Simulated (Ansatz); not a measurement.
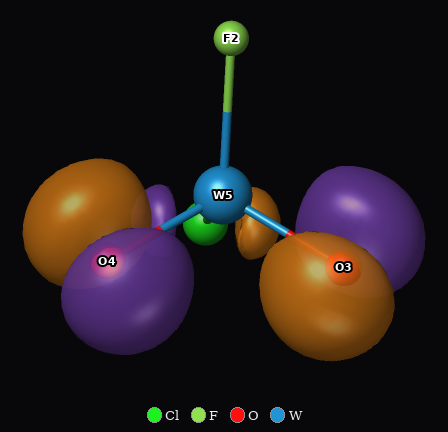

ClFO2W (SMILES [O]=[W](=[O])([F])[Cl]). The HOMO at ±0.15 Å⁻³ᐟ² (orange and purple are the two phases), seen at an oblique angle.

Geometry: PBE0-D4/def2-SVP; core potentials replace the inner electrons of W.

Method: isolated molecule in a Gaussian basis; Kohn-Sham density functional theory, functional PBE0 (Ansatz).

Input file:

```
basis:
  gaussian: {orbitals: def2-TZVPD}
crystal:
  periodic: [false, false, false]
  atoms:
    - {symbol: Cl, position_ang: [-0.108282, -0.510817, -1.617652]}
    - {symbol: F, position_ang: [-1.349872, 0.886387, 1.327814]}
    - {symbol: O, position_ang: [-3.169263, -0.242758, -0.624115]}
    - {symbol: O, position_ang: [-1.970309, 2.098932, -1.229523]}
    - {symbol: W, position_ang: [-1.715382, 0.608078, -0.472533]}
total_charge: 0
output: {forces: true, orbitals: {seedname: orbitals}}
hamiltonian: {xc: pbe0}
```

Run with:

```sh
ansatz run input.yaml --threads 2 --pin off --max-ram 5220MiB --events-out events.jsonl --progress --plain --runs-dir runs
```

Q: Where does this orbital lie, and at what energy?

A: By Hirshfeld shares it lies mainly on O4 (about 40 %) and O3 (about 40 %); largely a combination of lone pairs on O4 and O3. Its energy is −9.80 eV.
